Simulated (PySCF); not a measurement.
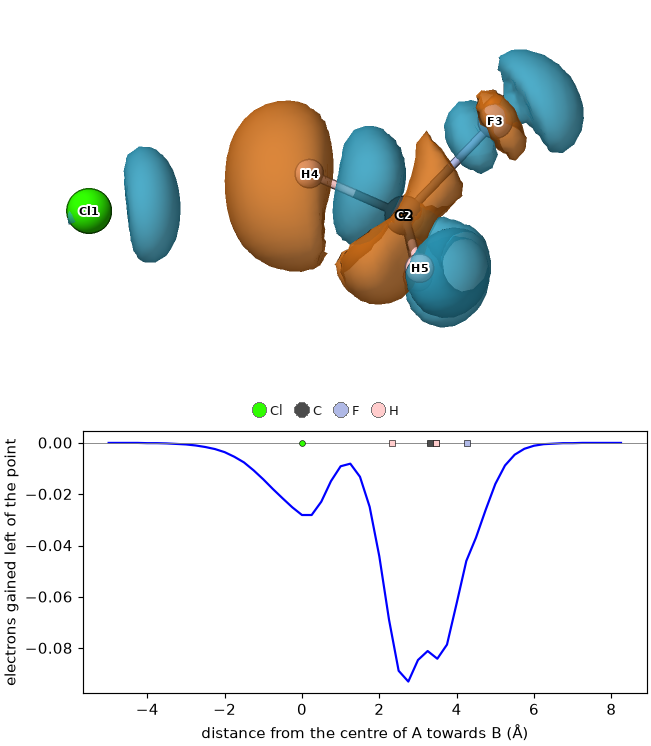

Figure 1: CH₃ClF, charge −1, SMILES `[Cl-].CF`. Density of the complex less the densities of the two fragments at the same geometry, ±0.01 e/Å³ (light blue: gain, orange: loss). Fragment A: Cl(−1) (atom 1); fragment B: H3CF. Below: the charge-displacement curve along the line of centres (A on the left).

Method: CAM-B3LYP/def2-SVPD; geometry: GFN2-xTB; program: PySCF. GFN2-xTB bond lengths at metals and heavier atoms can be off by up to 0.1 Å and shapes distorted, which carries into these values.

Input

```python
import numpy as np
from pyscf import gto, scf, dft
from pyscf.scf import atom_ks, atom_hf
from scipy.linalg import block_diag
from pyscf.dispersion import dftd3

def solve(mol, dm0=None, hcore=None):
    mf = (dft.UKS if mol.spin else dft.RKS)(mol, xc='camb3lyp')
    mf.grids.level = 3
    mf = mf.density_fit(auxbasis='def2-universal-jkfit')
    mf.conv_tol, mf.max_cycle = 1e-8, 80
    if hcore is not None:
        mf.get_hcore = lambda *args: hcore
    mf.kernel(dm0)
    if not mf.converged:
        mf = mf.newton().run(mf.mo_coeff, mf.mo_occ, max_cycle=30)
    assert mf.converged, 'SCF not converged'
    return mf

mol = gto.M(atom='''
Cl     1.94231    -0.06551    -0.00056
C     -1.33517     0.44952     0.00846
F     -2.42259    -0.39882    -0.00313
H     -0.40740    -0.12666     0.01758
H     -1.40865     1.06646     0.88080
H     -1.38894     1.06612    -0.91151
''', basis='def2-svpd', charge=-1, spin=0, verbose=4)
mol_a = gto.M(atom='''
Cl     1.94231    -0.06551    -0.00056
ghost-C     -1.33517     0.44952     0.00846
ghost-F     -2.42259    -0.39882    -0.00313
ghost-H     -0.40740    -0.12666     0.01758
ghost-H     -1.40865     1.06646     0.88080
ghost-H     -1.38894     1.06612    -0.91151
''', basis='def2-svpd', charge=-1, spin=0, verbose=4)
mol_b = gto.M(atom='''
ghost-Cl     1.94231    -0.06551    -0.00056
C     -1.33517     0.44952     0.00846
F     -2.42259    -0.39882    -0.00313
H     -0.40740    -0.12666     0.01758
H     -1.40865     1.06646     0.88080
H     -1.38894     1.06612    -0.91151
''', basis='def2-svpd', charge=0, spin=0, verbose=4)
ab, a, b = solve(mol), solve(mol_a), solve(mol_b)
e_int = ab.e_tot - a.e_tot - b.e_tot
print('counterpoise-corrected interaction energy / kcal/mol', e_int * 627.5095)
def disp(atoms, charge):
    m = gto.M(atom=atoms, charge=charge, basis='sto-3g', spin=None, unit='Bohr', verbose=0)
    return dftd3.DFTD3Dispersion(m, xc='camb3lyp', version='d3bj').get_dispersion()['energy']
e_disp = disp(mol._atom, mol.charge) - disp(mol._atom[:1], mol_a.charge) - disp(mol._atom[1:], mol_b.charge)
print('D3(BJ) part / kcal/mol', e_disp * 627.5095)
# spherically averaged free atoms, for the promolecule
atm = atom_ks.get_atm_nrks(mol, xc='camb3lyp')
pro = block_diag(*[(atm[a[0]][2] * atm[a[0]][3]) @ atm[a[0]][2].T for a in mol._atom])
np.savez('result.npz', e_int=e_int, e_disp=e_disp, dm_a=a.make_rdm1(), dm_b=b.make_rdm1(), c=ab.mo_coeff, occ=ab.mo_occ, eps=ab.mo_energy, pro=pro, d=[f.dip_moment(verbose=0) for f in (ab, a, b)])
```

Launched as:

```sh
OMP_NUM_THREADS=1 python input.py
```

The run took 38 s on 1 thread of AMD EPYC (Zen 3) (shared host), peak memory 0.45 GiB.

Partitions, critical points and surface values were worked out afterwards from this run's density.

### Which way does charge flow?

Hirshfeld charges show 0.016 e passing from A to B. By Hirshfeld charges, electrons gather most on F3 (−0.036 e) and leave H4 most (+0.048 e); 0.16 e is displaced in all.

### What is the interaction energy, and which contacts carry it?

The counterpoise-corrected interaction energy of the frozen fragments is −7.0 kcal/mol without dispersion correction and −7.5 kcal/mol with D3(BJ). The pair geometry is semi-empirical, not a minimum at this level. Contacts: Cl1···H4, weak C–H hydrogen bond, 2.35 Å, ρ = 0.021 a.u. The pose is a local one from a semi-empirical search, not shown to be the most stable.
